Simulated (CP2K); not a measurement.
**Si2H6O (disiloxane) at GFN2-xTB**

Aim: the energy change on altering one bond length of Si2H6O (disiloxane) at GFN2-xTB, from 2 runs. 

Program for the calculation: CP2K 2026.2.

4 further runs of the same task are left out: 1 that didn't finish, 3 set aside as unsound or not needed.

### 1 The molecule

The species is Si2H6O (9 atoms), meant as a singlet with charge 0. As SMILES, `[SiH3]O[SiH3]`. The coordinates come from a PBE0-D4/def2-TZVP relaxation.

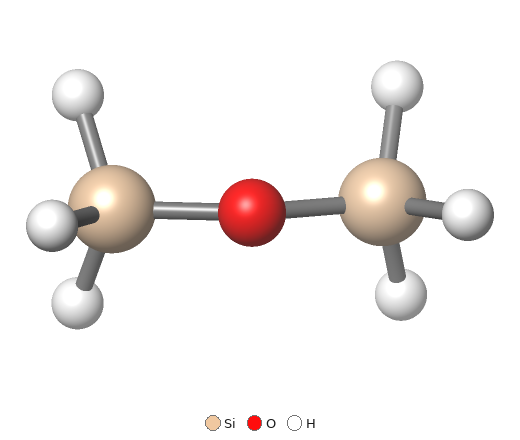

The structure, seen from a chosen angle (silicon light orange, oxygen red, hydrogen white).

### 2 A single-point energy at GFN2-xTB

molecule.inp

```
&GLOBAL
  PROJECT molecule
  RUN_TYPE ENERGY
  PRINT_LEVEL MEDIUM
&END GLOBAL
&FORCE_EVAL
  METHOD QUICKSTEP
  &DFT
    CHARGE 0
    MULTIPLICITY 1
    # Quickstep
    &QS
      METHOD XTB
      EPS_DEFAULT 1.0E-10
      &XTB
        GFN_TYPE TBLITE
        &TBLITE
          METHOD GFN2
        &END TBLITE
        CHECK_ATOMIC_CHARGES F
      &END XTB
    &END QS
    &POISSON
      PERIODIC NONE
      POISSON_SOLVER ANALYTIC
    &END POISSON
    &SCF
      SCF_GUESS ATOMIC
      EPS_SCF 1.0E-06
      MAX_SCF 150
      ADDED_MOS 2
      &DIAGONALIZATION
        ALGORITHM STANDARD
      &END DIAGONALIZATION
      &MIXING
        METHOD DIRECT_P_MIXING
        ALPHA 0.4
      &END MIXING
    &END SCF
    &PRINT
      &MOMENTS
        PERIODIC F
        REFERENCE COM
        MAX_MOMENT 1
      &END MOMENTS
      &MO ON
        ENERGIES T
        OCCUPATION_NUMBERS T
        NDIGITS 6
        &EACH
          QS_SCF 0
        &END EACH
        ADD_LAST NUMERIC
      &END MO
      &HIRSHFELD OFF
      &END HIRSHFELD
    &END PRINT
  &END DFT
  &SUBSYS
    &CELL
      ABC [angstrom] 16 16.2 16.2
      PERIODIC NONE
    &END CELL
    &COORD
      Si    -0.710290     1.052660    -0.919520
      O      0.425550     0.090990    -0.245380
      Si     0.775570    -1.038810     0.881750
      H     -1.787270     0.226580    -1.525660
      H     -0.060640     1.872420    -1.970220
      H     -1.306170     1.942760     0.111330
      H      2.224270    -1.343130     0.800010
      H     -0.009310    -2.275600     0.628780
      H      0.448290    -0.527870     2.238910
    &END COORD
    &TOPOLOGY
      &CENTER_COORDINATES
      &END CENTER_COORDINATES
    &END TOPOLOGY
  &END SUBSYS
&END FORCE_EVAL
```

Command:

```bash
$ OMP_NUM_THREADS=1 cp2k.psmp -i molecule.inp -o molecule.out
```

What it wrote:

```text
CP2K| version string:                                       CP2K version 2026.2
[...]
 GLOBAL| Method name                                                        CP2K
[...]
 GLOBAL| Run type                                                         ENERGY
[...]
                             - Atoms:                                          9
[...]
                             - Spherical basis functions:                     28
[...]
 Number of electrons:                                                         20
[...]
  *** SCF run converged in    13 steps ***
[...]
  Fermi energy:                                                -0.23101206268077
[...]
 TB_DIPOLE| Moment [Debye]         -0.39916958      -0.08646047       0.22877473
 TB_DIPOLE| Derivative [a.u.]       0.00000000       0.00000000       0.00000000
[...]
 ENERGY| Total FORCE_EVAL ( QS ) energy [hartree]            -10.693724452569311
[...]
```

Run time: 0.22 s. Hardware: 1 thread of Arm Neoverse V2, shared host.

### 3 The distorted shape

calc.inp

```
&GLOBAL
 PROJECT calc
 RUN_TYPE ENERGY
 PRINT_LEVEL MEDIUM
&END GLOBAL
&FORCE_EVAL
 METHOD QS
 &DFT
  &QS
   METHOD XTB
   EPS_DEFAULT 1.0E-10
   &XTB
    GFN_TYPE TBLITE
    &TBLITE
     METHOD GFN2
    &END TBLITE
    CHECK_ATOMIC_CHARGES F
   &END XTB
  &END QS
  &POISSON
   PERIODIC NONE
   POISSON_SOLVER ANALYTIC
  &END POISSON
  &SCF
   SCF_GUESS ATOMIC
   EPS_SCF 1.0E-06
   MAX_SCF 150
   ADDED_MOS 2
   &DIAGONALIZATION
    ALGORITHM STANDARD
   &END DIAGONALIZATION
   &MIXING
    METHOD DIRECT_P_MIXING
    ALPHA 0.4
   &END MIXING
  &END SCF
  &PRINT
   &MOMENTS
    PERIODIC F
    REFERENCE COM
    MAX_MOMENT 1
   &END MOMENTS
   &MO ON
    ENERGIES T
    OCCUPATION_NUMBERS T
    NDIGITS 6
    &EACH
     QS_SCF 0
    &END EACH
    ADD_LAST NUMERIC
   &END MO
   &HIRSHFELD OFF
   &END HIRSHFELD
  &END PRINT
 &END DFT
 &SUBSYS
  &CELL
   ABC 16.2 16.4 16.3
   PERIODIC NONE
  &END CELL
  &COORD
   Si    -0.880661     1.196907    -1.020638
   O      0.425550     0.090990    -0.245380
   Si     0.775570    -1.038810     0.881750
   H     -1.957641     0.370827    -1.626778
   H     -0.231011     2.016667    -2.071338
   H     -1.476541     2.087007     0.010212
   H      2.224270    -1.343130     0.800010
   H     -0.009310    -2.275600     0.628780
   H      0.448290    -0.527870     2.238910
  &END COORD
  &TOPOLOGY
   &CENTER_COORDINATES
   &END CENTER_COORDINATES
  &END TOPOLOGY
 &END SUBSYS
&END FORCE_EVAL
```

Command:

```bash
$ OMP_NUM_THREADS=1 cp2k.psmp -i calc.inp > calc.out 2>&1
```

What it wrote:

```text
CP2K| version string:                                       CP2K version 2026.2
[...]
 GLOBAL| Method name                                                        CP2K
[...]
 GLOBAL| Run type                                                         ENERGY
[...]
                             - Atoms:                                          9
[...]
                             - Spherical basis functions:                     28
[...]
 Number of electrons:                                                         20
[...]
  *** SCF run converged in    19 steps ***
[...]
  Fermi energy:                                                -0.25622804850435
[...]
 TB_DIPOLE| Moment [Debye]         -1.51278671       1.20470767      -0.81508648
 TB_DIPOLE| Derivative [a.u.]       0.00000000       0.00000000       0.00000000
[...]
 ENERGY| Total FORCE_EVAL ( QS ) energy [hartree]            -10.671261030421688
[...]
```

Wall time 0.22 s (1 thread of Arm Neoverse V2, shared host).

### 4 Summary of results

At GFN2-xTB:

| quantity | value |
| --- | --- |
| first shape: total energy | -10.69372 Eh |
| first shape: dipole moment (from atomic charges alone) | 0.47 D |
| first shape: HOMO energy | -11.25 eV |
| first shape: LUMO energy | -5.39 eV |
| first shape: HOMO–LUMO gap | 5.86 eV |
| first shape: dispersion energy | -13.11 kJ/mol |
| distorted shape: total energy | -10.67126 Eh |
| distorted shape: dipole moment (from atomic charges alone) | 2.10 D |
| distorted shape: HOMO energy | -10.91 eV |
| distorted shape: LUMO energy | -6.08 eV |
| distorted shape: HOMO–LUMO gap | 4.83 eV |
| distorted shape: dispersion energy | -12.60 kJ/mol |
| energy change with the Si1–O2 bond stretched from 1.634 to 1.879 Å | 0.611 eV |

**Reading.** With the Si1–O2 bond stretched from 1.634 to 1.879 Å the energy rises by 0.61 eV (59.0 kJ/mol). The first shape isn't relaxed at this level, so the change isn't measured from a minimum. The dipole (first shape) comes from point charges on the atoms alone, without atomic dipoles, so it is partial. The dipole (distorted shape) comes from point charges on the atoms alone, without atomic dipoles, so it is partial.
